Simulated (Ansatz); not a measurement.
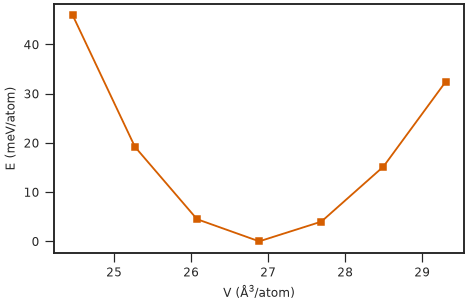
Figure. Sn (β-Sn type, I4_1/amd) under volume change, PBEsol in the plane-wave PAW code Ansatz, shape and atoms relaxed at each volume.

Problem. What does a third-order Birch–Murnaghan fit give for V₀, B₀ and B′?

Solution. V₀ = 26.88 Å³/atom, B₀ = 56.2 GPa, B′ = 4.8.

The cell was relaxed with PBEsol under the symmetry of its start. Spin–orbit coupling is left out wherever it is not named.

Potentials: the later of the program's two PAW sets.
